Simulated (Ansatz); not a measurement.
# Ti: one crystal by all-electron and frozen-core methods

Does the method matter for Ti? The same cell, functional and mesh are run with LAPW, all electrons, PAW with frozen cores and all-electron PAW on datasets made for the crystal.

This is Ti in the bcc structure; at room conditions it is hcp.

Program: Ansatz 0.2.0. Level of theory: DFT PBEsol, scalar-relativistic. These are calculated values, not measurements.

## 1. The starting structure

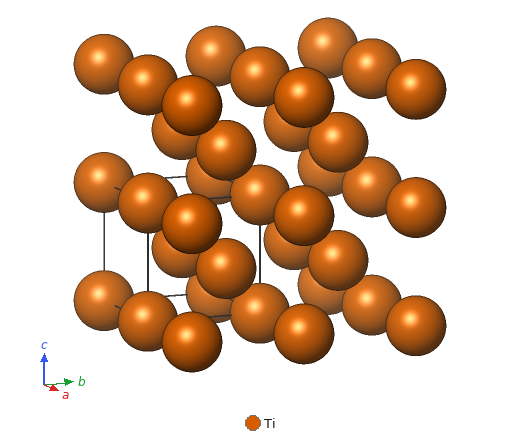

The starting structure, seen slightly off an axis (titanium orange). 2×2×2 cells are drawn. Atoms on the faces are drawn again on the opposite ones. The cell drawn here is the conventional one.

Structure file:

```
CELL_PARAMETERS angstrom
-1.64100 1.64100 1.64100
1.64100 -1.64100 1.64100
1.64100 1.64100 -1.64100
ATOMIC_POSITIONS crystal
Ti 0.00000 0.00000 0.00000
```

The cell comes from a crystallographic database entry that wasn't checked; take it as a given geometry, which may be far from equilibrium.

## 2. LAPW, all electrons

File input.yaml:

```yaml
crystal:
  lattice:
    - [-1.641, 1.641, 1.641]
    - [1.641, -1.641, 1.641]
    - [1.641, 1.641, -1.641]
  atoms:
    - { symbol: Ti, position: [0.0, 0.0, 0.0] }
kpoints:
  mp_grid: { grid: [14, 14, 14] }
  band_path:
    path:
      - [0.0, 0.0, 0.0]
      - [0.5, -0.5, 0.5]
      - [0.0, 0.0, 0.5]
      - [0.0, 0.0, 0.0]
      - [0.25, 0.25, 0.25]
      - [0.5, -0.5, 0.5]
      - [0.25, 0.25, 0.25]
      - [0.0, 0.0, 0.5]
    npoints: 14
scf:
  occupations: { method: fermi_dirac, width: 0.05 }
hamiltonian:
  xc: pbesol
  pseudopotentials: { kind: all_electron, lapw: { basis_error: 0.00025 } }
output:
  forces: true
  stress: true
  eigenvalues: true
  populations: true
  dos: { projected: true, de: 0.2, e_range: [-14, 8] }
```

The run is started by

```console
$ ansatz run input.yaml --threads 1 --pin off --max-ram 3072MiB --backend cpu --events-out ev --progress --plain --runs-dir out
```

Standard output:

```text
Ti: projections on atomic orbitals take those of the free atom 1s2 2s2 2p6 3s2 3p6 3d2 4s2, of charge +0.00 (hamiltonian.pseudopotentials.projection_atoms)
LAPW: plane waves up to 8.305 Å⁻¹, error target 2.5e-4 eV per atom; small_component_spin mean_spin; Ti in spheres of 1.421 Å, 12 of its electrons in bands, Dirac shells []
Engine: ansatz 0.2.0
Pseudopotentials: kind: all_electron
Pseudopotential: Ti, LAPW, valence charge 12, Koelling and Harmon's equation, gaussian nucleus
Functional definition: PBEsol
  exchange = pbesol_x
  correlation = pbesol_c
Crystal: 1 atoms, lattice volume = 17.676 Å³
Basis set: ecut = 262.7824371817076 eV, 177 PW (Γ), exchange–correlation at level 2
Bands: 10, of which v1, the nominal top of the filled ones, is band 6 counted from 1 (5 counted from 0)
Symmetry: 48 space group operations
Space group: Im-3m (ITA 229), of the structure as read, at distance tolerance 2.6e-5 Å
k-points: 104 of 2744
Non-local potential: Ti, projectors of the file, none
Initial density: superposition of atomic densities (chi_scale 0.1, normalization cell)
Initial wavefunctions: plane waves of lowest kinetic energy (no species holds an atomic orbital)
Functional: x = pbesol(κ = 0.804, μ = 0.12345679012345678), c = pbesol(β = 0.046)
iter 1 solved again at ethr=6.17e-4 eV; its pass at ethr=1.00e-1 eV (dr2=7.41e-2 eV) is discarded
SCF iter   1: F=—  HF=-23207.631882 eV  |F-HF|=—  |Δ(HF+E_count)|=         —  Δρ=2.36e-2  dr2=7.46e-2  ethr=6.17e-4  ⟨swp⟩=2.8  Hψ=7682  notcnv=0
preconditioner: auto → none  [metal: Δε(μ)=0.033 eV  Ē_g=4.443 eV  σ=0.050 eV  W_gap=0.16  n_scr=0 (ndim 8)  ℏωp=17.7 eV  f_vac=0.000  D(μ)=2.42/eV (n_scr^D=42)]
iter 2 solved again at ethr=4.39e-6 eV; its pass at ethr=6.17e-4 eV (dr2=5.27e-4 eV) is discarded
SCF iter   2: F=—  HF=-23207.472997 eV  |F-HF|=—  |Δ(HF+E_count)|=   1.59e-1  Δρ=2.08e-3  dr2=5.26e-4  ethr=4.39e-6  ⟨swp⟩=2.6  Hψ=5712  notcnv=0
SCF iter   3: F=—  HF=-23207.451950 eV  |F-HF|=—  |Δ(HF+E_count)|=   2.10e-2  Δρ=2.61e-3  dr2=8.95e-4  ethr=4.38e-6  ⟨swp⟩=3.0  Hψ=3653  notcnv=0
SCF iter   4: F=—  HF=-23207.451681 eV  |F-HF|=—  |Δ(HF+E_count)|=   2.69e-4  Δρ=1.17e-4  dr2=1.36e-6  ethr=4.38e-6  ⟨swp⟩=2.0  Hψ=3061  notcnv=0
SCF iter   5: F=—  HF=-23207.451675 eV  |F-HF|=—  |Δ(HF+E_count)|=   5.93e-6  Δρ=3.96e-5  dr2=2.01e-7  ethr=1.13e-8  ⟨swp⟩=2.9  Hψ=3291  notcnv=0
SCF iter   6: F=-23207.451675 eV  HF=-23207.451675 eV  |F-HF|=2.11e-8  |Δ(HF+E_count)|=   5.68e-7  Δρ=4.92e-6  dr2=2.98e-9  ethr=1.67e-9  ⟨swp⟩=2.0  Hψ=3059  notcnv=0
SCF 1 converged in 6 iterations: F = -23207.451675 eV  dr2 = 2.98e-9
NSCF: frozen V_eff on 99 k-points
SCF converged after 6 iterations
Free energy (F): -23207.451675 eV
Harris-Foulkes:  -23207.451675 eV  (|F-HF|=2.11e-8)
Internal energy: -23207.430972 eV  (E = F + TS)
E sigma→0 (E₀):  -23207.441323 eV
Entropy (-TS):   -0.020703 eV (-20.703 meV/atom)
Fermi energy:    13.124367 eV
--- Per-component energies (eV) ---
  E_band       = -155.630724
  E_kinetic    = 23426.207240
  E_xc         = -1121.327947
  E_electrostatic = -45512.310265  (all electrons and nuclei)
  E_smearing   = -0.020703  (= −TS)
  E_closure    = 0.000000  (closes the sum)
  E_atoms      = -23200.354998  (free atoms, spherical and without spin; not in F)
  Σ components = -23207.451675   (vs F -23207.451675, Δ=0.00e0)
  Basis errors (estimates in eV, not in F): energy 2.8e-5 per atom: plane waves 2.3e-5 (1.2e-5 summed), levels above the bands 4.7e-70, relativity 3.0e-9, radial functions 4.9e-6, core shells 4.2e-8; eigenvalues (radial functions only) 2.3e-7; not estimated: angular momenta, meshes, grids; target (lapw.basis_error) 2.5e-4; muffin-tin radii Ti 1.421 Å
--- Forces (eV/Å), atoms counted from 1 ---
  atom   1  Ti    -0.00000000     0.00000000     0.00000000
  max |Σ_I F_I| component: 1.19e-31 eV/Å
--- Stress (GPa, compression-positive) ---
       -6.657200       0.000000      -0.000000
        0.000000      -6.657200      -0.000000
       -0.000000      -0.000000      -6.657200
  P = ⅓ Tr σ = -6.6572 GPa (-66.572 kbar)
--- Band table (eV; the first three rows and the last of 104) ---
  k-point 0: bands = ["-43.1596", "-19.1453", "-19.1453", "-19.1453", "7.2352", "14.1058", "14.1058", "14.1058", "15.8451", "15.8451"]
  k-point 1: bands = ["-43.1534", "-19.1787", "-19.1556", "-19.1455", "7.4068", "14.0279", "14.0835", "14.2306", "15.7557", "15.8498"]
  k-point 2: bands = ["-43.1361", "-19.2714", "-19.1844", "-19.1460", "7.9018", "13.8168", "13.9727", "14.5933", "15.5886", "15.8689"]
  k-point 103: bands = ["-42.9453", "-19.5914", "-19.5914", "-19.5914", "11.0838", "11.0838", "16.9983", "16.9983", "16.9983", "21.3333"]
--- Löwdin populations: 1 site ---
  site symbol       q [e]
     0     Ti     21.8764
  spilling = 0.005616 (of n_electrons = 22.000000)
```

Wall time 9.5 s (1 thread of Arm Neoverse V1, shared host); peak memory 0.28 GiB.

This run gives: pressure -6.66 GPa; no gap.

At the corners of the path (eV, zero at the Fermi level):

```tsv
point	band 3	band 4	band 5	band 6	band 7	band 8	band 9
Γ	-32.27	-32.27	-5.89	0.98	0.98	0.98	2.72
H	-32.72	-32.72	-2.04	-2.04	3.87	3.87	3.87
N	-32.47	-32.27	-2.41	-0.38	1.10	2.70	3.05
Γ	-32.27	-32.27	-5.89	0.98	0.98	0.98	2.72
P	-32.59	-32.59	-0.60	-0.60	-0.60	3.11	3.11
H	-32.72	-32.72	-2.04	-2.04	3.87	3.87	3.87
P	-32.59	-32.59	-0.60	-0.60	-0.60	3.11	3.11
N	-32.47	-32.27	-2.41	-0.38	1.10	2.70	3.05
```

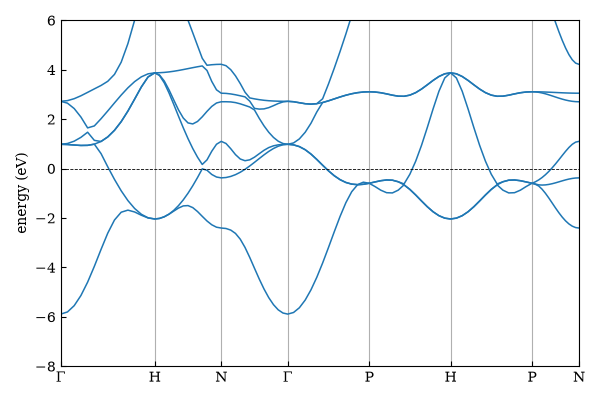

Bands along the path, counted from its Fermi level.

States per cell, counted by energy window (eV from the Fermi level, on a grid of 0.20 eV):

```tsv
from	to	total	Ti 3d	Ti 4s
-6	-5	0.04	0.00	0.04
-5	-4	0.12	0.00	0.11
-4	-3	0.22	0.03	0.18
-3	-2	0.55	0.27	0.27
-2	-1	1.15	0.93	0.19
-1	0	1.68	1.56	0.03
0	1	1.93	1.67	0.11
1	2	0.54	0.53	0.00
2	3	2.16	2.13	0.01
3	4	2.25	2.11	0.09
4	5	0.56	0.37	0.12
```

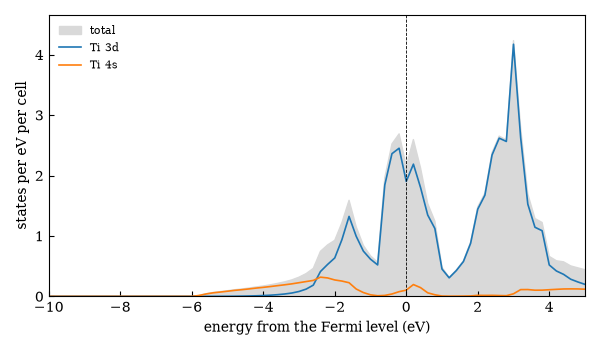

Density of states, total and projected.

[end of part 1 of 2]
